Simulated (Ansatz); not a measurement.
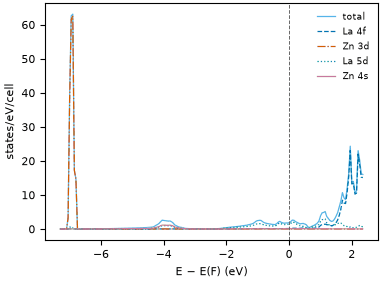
Figure: Total and projected density of states of LaZn (CsCl type, Pm-3m), DFT-PBEsol in the program Ansatz with PAW potentials

**Question.** Which orbitals carry the states next to the Fermi level?

**Answer.** Within 0.5 eV of the Fermi level: La 5d 71 %, La 4f 9 %, outside the projected shells 12 %. Projections are on Löwdin-orthogonalised atomic valence shells; empty p or d shells of many metals are not among them.

**Question.** Where is the tallest occupied peak in this window, and what makes it?

**Answer.** Near -6.9 eV, about 63 states/eV per cell; the largest projected share is Zn 3d.

The workflow started from an entry of the Crystallography Open Database (COD). Its standing as an ambient phase is unchecked. The PBEsol relaxation kept the symmetry of its start; of distortions, only those at the zone centre were tested. Scalar-relativistic: spin–orbit coupling is off unless named, which matters more the heavier the elements.

Potentials: the later of the program's two PAW sets.
